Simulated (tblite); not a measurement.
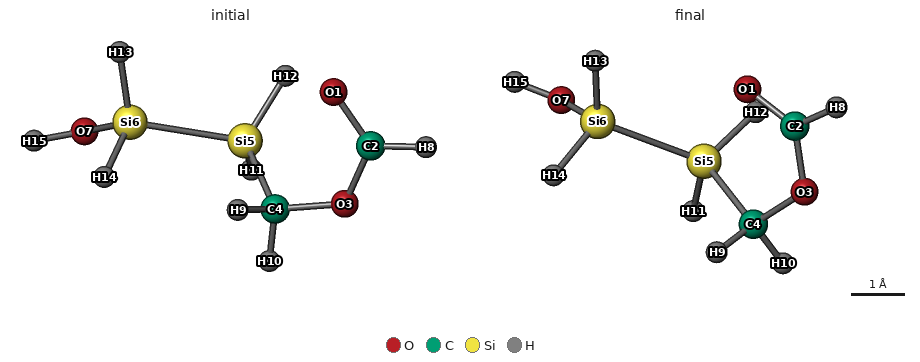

The structure of C2H8O3Si2 before (left) and after (right) a relaxation, at one scale.

The picture is a ball-and-stick view, seen at a tilt.

These are results of tblite 0.8.0, GFN2-xTB geometry optimisation, gas phase, not measurements. 

> Summarise the run.

After 133 geometry steps the energy has fallen by 23.4 kcal/mol. The largest move after the best rigid fit is that of H8, 1.26 Å. By element the largest moves are H 1.26 Å, O 1.12 Å, C 0.78 Å, Si 0.42 Å. Some distances before and after: O1–Si5 3.162 → 2.528 Å, C4–Si5 1.848 → 1.934 Å, Si6–O7 1.711 → 1.631 Å, C2–O3 1.376 → 1.296 Å. Bond angles that change, for instance: Si5–Si6–O7 111.7° → 99.5°, Si5–Si6–H13 109.0° → 119.7°, Si6–O7–H15 111.9° → 122.3°. Groups turn about C4–Si5 by about 55°, O3–C4 by about 35°, Si5–Si6 by about 35°. Cost: 0.95 s on 1 thread of Arm Neoverse V1 (shared host).
